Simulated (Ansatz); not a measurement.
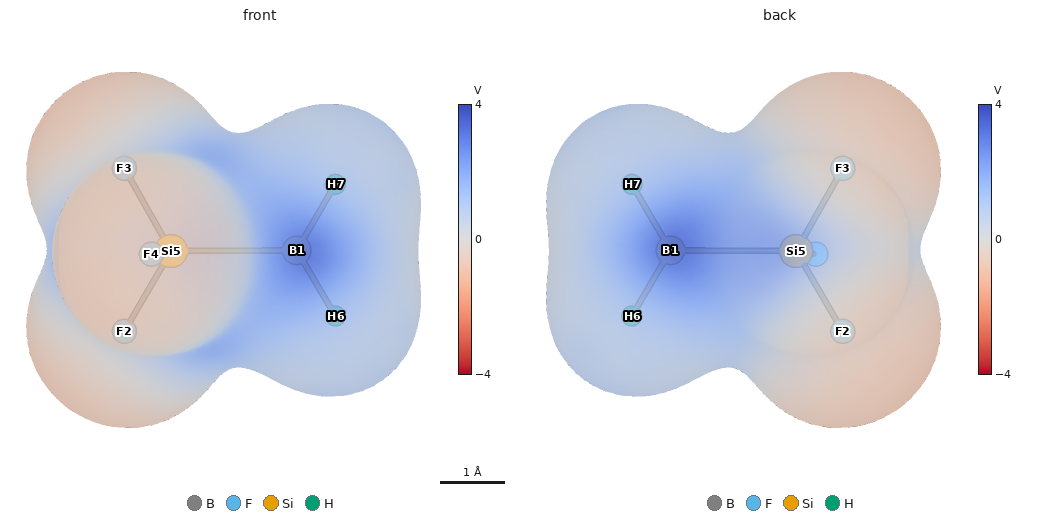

Figure 1: BF$_{3}$H$_{2}$Si. The electrostatic potential painted on the density surface at 0.002 e/bohr³, seen from the front and from behind; the colour scale runs from red (negative) to blue (positive).

Geometry: PBE0-D3(BJ)/def2-SVP.

The calculation used isolated molecule in a Gaussian basis; Kohn-Sham density functional theory, functional PBE0 (Ansatz 0.2.0).

Input file:

```
crystal:
  periodic: [false, false, false]
  atoms:
    - {symbol: B, position_ang: [0.333189, -1.756524, 0.778286]}
    - {symbol: F, position_ang: [-1.393540, 0.635911, 1.449414]}
    - {symbol: F, position_ang: [0.957352, 0.661707, 2.483178]}
    - {symbol: F, position_ang: [-0.819770, -0.998472, 3.374240]}
    - {symbol: Si, position_ang: [-0.239109, -0.315175, 2.038022]}
    - {symbol: H, position_ang: [-0.445470, -2.218780, -0.015875]}
    - {symbol: H, position_ang: [1.446809, -2.211223, 0.839474]}
basis:
  gaussian: {orbitals: def2-TZVPD}
hamiltonian: {xc: {name: PBE0}}
output: {forces: true, orbitals: {seedname: orbitals}}
```

Run with:

```sh
ansatz run input.yaml --threads 1 --pin off --max-ram 2610MiB --events-out events.jsonl --progress --plain --runs-dir runs
```

**Describe the electrostatic potential map.**

The most negative region (about −0.7 V) lies over F2, F3 and F4, the most positive (about +3.0 V) over B1.
